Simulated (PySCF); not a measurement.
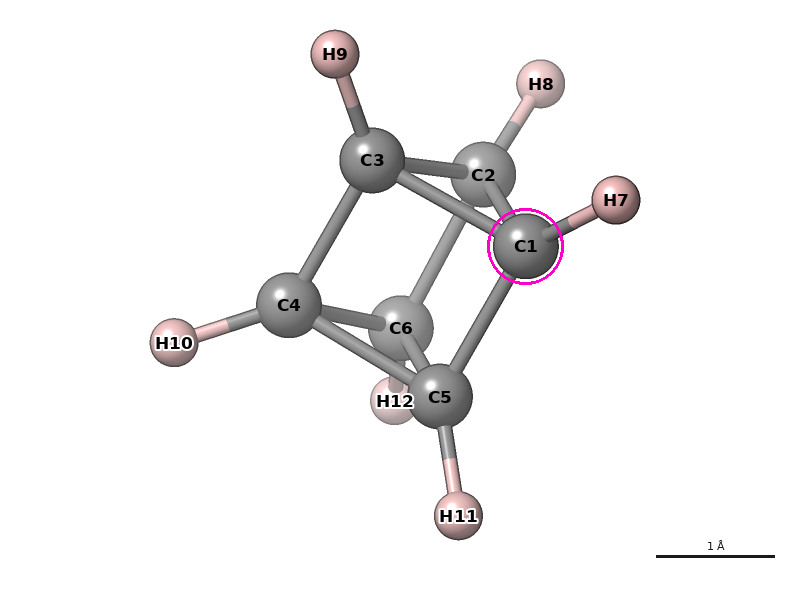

Orthographic view. Depth is shown by fading: the farther an atom, the more it takes the colour of the background. Geometry: a frame of a GFN2-xTB molecular-dynamics simulation, not a minimum.

### Name the neighbours of the circled atom.

The circled atom is C1; it is bonded to C2, C3, C5, H7.

### Of C1 and C2, which is nearer the viewer?

C1; the bond to C2 points away from the viewer, so it looks shorter than its 1.56 Å.

### Which atom is nearest the viewer?

H7, 1.5 Å in front of the mean position.

### Which atom is farthest from the viewer?

H12, 1.9 Å behind the mean position.
